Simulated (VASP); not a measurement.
Band structure of BN (wurtzite). These are PBE GGA with D4 dispersion, VASP's PBE PAW potentials (set 64) (plane waves; VASP 6.6.1) values and carry that method's errors.

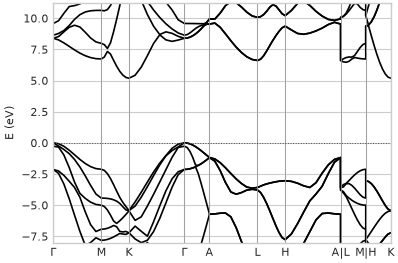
Fig. 1. Bands along high-symmetry lines, zero at the valence-band maximum or, without a gap, the Fermi level

Question: Read the plot: is there a gap, and where are the band edges?

Answer: The gap is indirect, 5.19 eV, from the valence maximum at Γ to the conduction minimum at K. (Edges off the drawn lines would not show.)

The compound is BN in the wurtzite structure, a metastable high-pressure form. It was relaxed first.
